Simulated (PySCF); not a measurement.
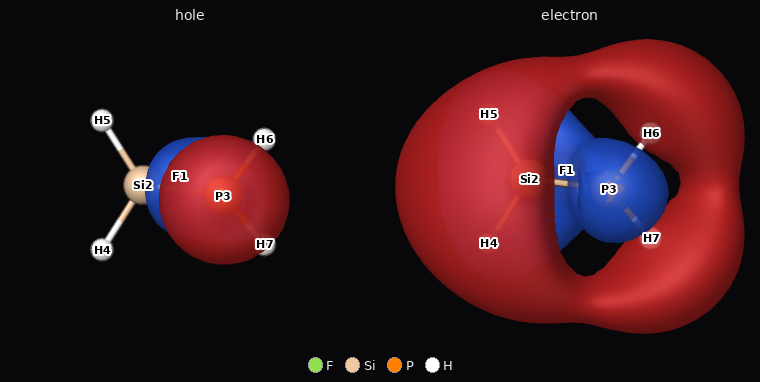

*FH4PSi, SMILES `F[SiH2]P`. Leading natural transition orbital pair of S₁ (TDA singlet states); the surfaces enclose about 70 % of each orbital's density.*

Method: ωB97X/6-31+G*; geometry: GFN2-xTB; program: PySCF. No frequency check shows the geometry to be a minimum. GFN2-xTB bond lengths at metals and heavier atoms can be off by up to 0.1 Å and shapes distorted, which carries into these values.

Input

```python
import numpy as np
from pyscf import gto, scf, dft, tdscf
from pyscf.scf import atom_ks, atom_hf
from scipy.linalg import block_diag

def solve(mol, dm0=None, hcore=None):
    mf = (dft.UKS if mol.spin else dft.RKS)(mol, xc='wb97x')
    mf.grids.level = 3
    mf = mf.density_fit(auxbasis='def2-universal-jkfit')
    mf.conv_tol, mf.max_cycle = 1e-8, 80
    if hcore is not None:
        mf.get_hcore = lambda *args: hcore
    mf.kernel(dm0)
    if not mf.converged:
        mf = mf.newton().run(mf.mo_coeff, mf.mo_occ, max_cycle=30)
    assert mf.converged, 'SCF not converged'
    return mf

mol = gto.M(atom='''
F      1.61226    -0.77024    -0.00006
Si     0.64560     0.52349     0.00004
P     -1.51849    -0.05466    -0.00002
H      0.99645     1.21596    -1.22960
H      0.99682     1.21580     1.22949
H     -1.38216    -1.00432     0.99931
H     -1.38246    -1.00420    -0.99898
''', basis='6-31+g*', charge=0, spin=0, verbose=4)
mf = solve(mol)
td = mf.TDA()
td.nstates, td.singlet, td.conv_tol = 4, True, 1e-5
td.kernel()
td.analyze()
x, y = np.array([p[0] for p in td.xy]), np.array([p[1] + 0 * p[0] for p in td.xy])
f, mu = td.oscillator_strength(), td.transition_dipole()
nto = [td.get_nto(state=i + 1, verbose=4) for i in range(len(td.e))]
# spherically averaged free atoms, for the promolecule
atm = atom_ks.get_atm_nrks(mol, xc='wb97x')
pro = block_diag(*[(atm[a[0]][2] * atm[a[0]][3]) @ atm[a[0]][2].T for a in mol._atom])
np.savez('result.npz', e=td.e, f=f, ok=td.converged, w=[n[0] for n in nto], nto=[n[1] for n in nto], x=x, y=y, c=mf.mo_coeff, occ=mf.mo_occ, eps=mf.mo_energy, pro=pro, mu=mu)
```

Command:

```sh
OMP_NUM_THREADS=1 python input.py
```

The run took 72 s on 1 thread of Intel(R) Xeon(R) Processor @ 2.70GHz (shared host), peak memory 0.44 GiB.

**Where does the state lie, and where do hole and electron sit?**

7.02 eV (177 nm), f = 0.037, partly diffuse acceptor orbital; the leading pair carries 96 %; hole on P3 (69 %), Si2 (15 %) and F1 (5 %), electron on Si2 (39 %), P3 (32 %) and H6 and H7 (8 % each) (atom shares of so diffuse an orbital are rough); their centroids lie 0.8 Å apart; S₂ lies within 0.1 eV of it. In canonical orbitals it is mainly HOMO → LUMO (67 %). The HOMO–LUMO gap is 11.82 eV.
